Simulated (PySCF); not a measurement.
**C₄H₄O₃SSi: electronic excitations**

Wanted: the electronic excitations of C₄H₄O₃SSi (`O=C=C(C=O)S[SiH2]C=O`), by calculation.

The runs use PySCF 2.14.0, with density-fitted response routines of our own; the level of theory stands in each step. All values are computed, except where a source is named. Atoms count from 0, in the outputs and in this text.

## Step 1: Starting geometry

13 atoms, charge 0, multiplicity 1; geometry from: GFN2-xTB.

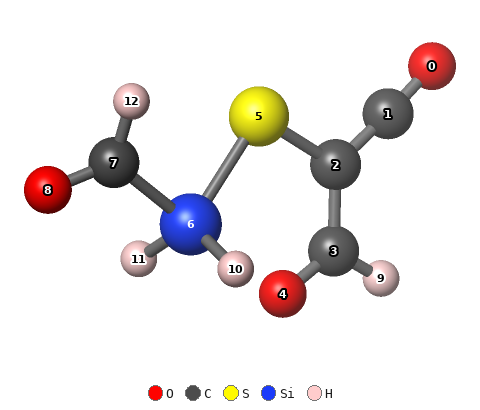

The starting geometry (oxygen red, carbon dark grey, sulfur yellow, silicon blue, hydrogen pink), atoms numbered.

## Step 2: Excited states and response: wB97X-D/def2-SVPD

What the job is given:

```
{"job": {"kind": "uv", "xc": "wB97X-D", "basis": "def2-SVPD", "nstates": 8, "ntriplets": 3}, "charge": 0, "multiplicity": 1}
O     -3.137156    -0.248365     2.437030
C     -2.416037    -0.309661     1.541670
C     -1.540088    -0.340080     0.560703
C     -1.707344    -0.909762    -0.731008
O     -0.840689    -0.887228    -1.588736
S      0.031428     0.437450     0.944711
Si     1.077675     0.141884    -0.960704
C      2.694876     1.042589    -0.386288
O      3.752919     0.832504    -0.920172
H     -2.676602    -1.383434    -0.929641
H      0.579835     1.056247    -1.981840
H      1.532563    -1.224798    -1.158743
H      2.644233     1.793141     0.432794
```

With the program's defaults for keys left out, this is: TDDFT wB97X-D/def2-SVPD, vertical, gas phase, core orbitals frozen in the response.

Run with:

```
$ OMP_NUM_THREADS=1 python probes_run.py task.json out
```

This one command runs all jobs of the session in turn.

Output:

```text
coarse grid: 13336 points
cycle   1  E = -1067.0341166785  dE =  1.845e+00  |g| = 1.251e+00  |ddm| = 6.049e+00
cycle   2  E = -1066.3998938334  dE =  6.342e-01  |g| = 2.260e+00  |ddm| = 4.618e+00
cycle   3  E = -1067.3762051747  dE = -9.763e-01  |g| = 9.429e-02  |ddm| = 3.075e+00
cycle   4  E = -1067.3783795584  dE = -2.174e-03  |g| = 6.275e-02  |ddm| = 3.196e-01
cycle   5  E = -1067.3794002296  dE = -1.021e-03  |g| = 2.204e-02  |ddm| = 1.713e-01
cycle   6  E = -1067.3795232267  dE = -1.230e-04  |g| = 1.069e-02  |ddm| = 5.325e-02
cycle   7  E = -1067.3795657009  dE = -4.247e-05  |g| = 3.204e-03  |ddm| = 3.179e-02
cycle   8  E = -1067.3795736719  dE = -7.971e-06  |g| = 1.389e-03  |ddm| = 1.607e-02
final grid: 123616 points
cycle   9  E = -1067.5245033619  dE = -1.016e-04  |g| = 6.388e-03  |ddm| = 1.374e-01
cycle  10  E = -1067.5245038066  dE = -4.447e-07  |g| = 6.895e-03  |ddm| = 2.867e-02
cycle  11  E = -1067.5245127073  dE = -8.901e-06  |g| = 1.593e-03  |ddm| = 9.238e-03
cycle  12  E = -1067.5245132162  dE = -5.089e-07  |g| = 4.328e-04  |ddm| = 3.013e-03
cycle  13  E = -1067.5245132922  dE = -7.603e-08  |g| = 1.996e-04  |ddm| = 1.580e-03
cycle  14  E = -1067.5245133075  dE = -1.530e-08  |g| = 9.864e-05  |ddm| = 6.801e-04
cycle  15  E = -1067.5245133116  dE = -4.126e-09  |g| = 3.738e-05  |ddm| = 2.570e-04
cycle  16  E = -1067.5245133129  dE = -1.317e-09  |g| = 1.398e-05  |ddm| = 1.970e-04
cycle  17  E = -1067.5245133132  dE = -2.315e-10  |g| = 6.750e-06  |ddm| = 7.035e-05
converged SCF energy = -1067.5245133132

Static polarisability (au): isotropic 105.691, principal 67.862 97.544 151.666

Singlet excitations
state   eV       nm        f      main configurations
  1   2.8034    442.3   0.00030   H-1->L 0.89
  2   3.1531    393.2   0.00145   H->L+2 0.81, H->L 0.08
  3   4.0971    302.6   0.04497   H-1->L+1 0.82
  4   4.4830    276.6   0.02483   H->L+1 0.42, H->L 0.35, H-2->L+1 0.11
  5   4.5666    271.5   0.03654   H->L 0.39, H->L+1 0.18, H-1->L+1 0.12
  6   5.3382    232.3   0.00359   H-4->L 0.48, H-1->L+4 0.15, H-1->L+2 0.12
  7   5.4631    226.9   0.00086   H-2->L+1 0.51, H->L+1 0.28, H-3->L+1 0.09
  8   5.5898    221.8   0.00363   H-1->L+3 0.40, H-4->L 0.27, H-1->L+4 0.14

Triplet excitations (Tamm-Dancoff, eV): 2.5076 2.5451 3.1199
```

Run time: 1.8 min. Hardware: 1 thread of Arm Neoverse N1, shared host; peak memory 1 GiB.

Frontier orbitals and where they lie:

```
orbital      eV                       atoms
 HOMO−3  -11.50  S5 48 %, O4 23 %, Si6 10 %
 HOMO−2  -11.15  O4 32 %, S5 13 %, Si6 12 %
 HOMO−1   -8.85    S5 48 %, C2 17 %, C1 7 %
   HOMO   -8.42  O8 45 %, C7 21 %, Si6 12 %
   LUMO   -1.11   C1 37 %, O0 29 %, S5 12 %
 LUMO+1   -0.66   C3 31 %, O4 24 %, C1 18 %
 LUMO+2    0.68  C7 39 %, O8 31 %, Si6 10 %
```

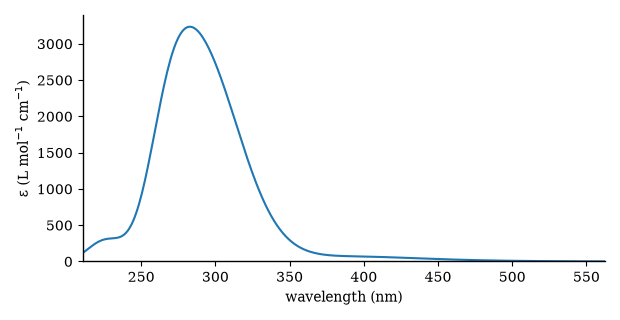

Absorption spectrum: each of the 8 states is a Gaussian band of 0.4 eV half-width at 1/e. Beyond the last state computed it falls off for lack of states.

Further results of this job:

```
           property  computed
  dipole moment (D)      5.61
polarisability (Å³)     15.66
 HOMO–LUMO gap (eV)      7.32
      −ε(HOMO) (eV)      8.42
```

## Step 3: Results

| quantity | value |
| --- | --- |
| lowest singlet (wB97X-D/def2-SVPD) | 2.80 eV (442 nm), f = 0.000 |
| brightest single state of those computed | state 3, 4.10 eV, f = 0.045 |
| lowest triplet | 2.51 eV |

The lowest singlet, at 2.80 eV, is HOMO−1→LUMO 0.89 and is dark; of the 8 states computed, the strongest absorption comes from state 3 at 4.10 eV. The lowest triplet lies 0.30 eV below the lowest singlet (triplets in Tamm-Dancoff, singlets in full TDDFT).
